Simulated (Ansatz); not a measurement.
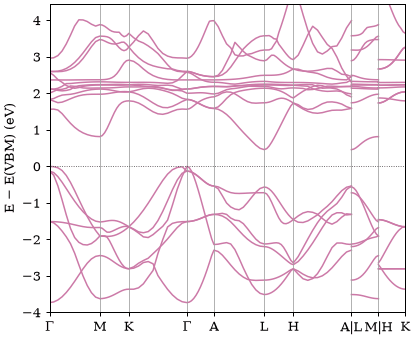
Figure. Band structure from r²SCAN in the plane-wave PAW code Ansatz

### Question
Read off the gap and where the band edges lie.

### Answer
About 0.5 eV (0.46 eV by a search for the band edges); maximum at Γ, minimum at L.

### Question
Pick the material that matches.
A) Y2CI2, P-3m1 (Y on 2d, C on 1a, I on 2d)
B) CuI, P-3m1 (Cu on 2d, I on 2d)
C) Li3LaSb2, P-3m1 (Li on 1b, Li on 2d, La on 1a, Sb on 2d)
D) Li2HfN2, P-3m1 (Li on 2d, Hf on 1a, N on 2d)

### Answer
C, Li3LaSb2, P-3m1 (Li on 1b, Li on 2d, La on 1a, Sb on 2d)

The first step of the workflow began from a Materials Project structure, measured or hypothetical; the Crystallography Open Database copy checked does not list it. Whether it is the stable phase at ambient conditions was not checked. The cell was relaxed with r²SCAN under the symmetry of its start; whether a distortion lowers the energy is not shown. Spin–orbit coupling is left out wherever it is not named.

Potentials: the later of the program's two PAW sets.
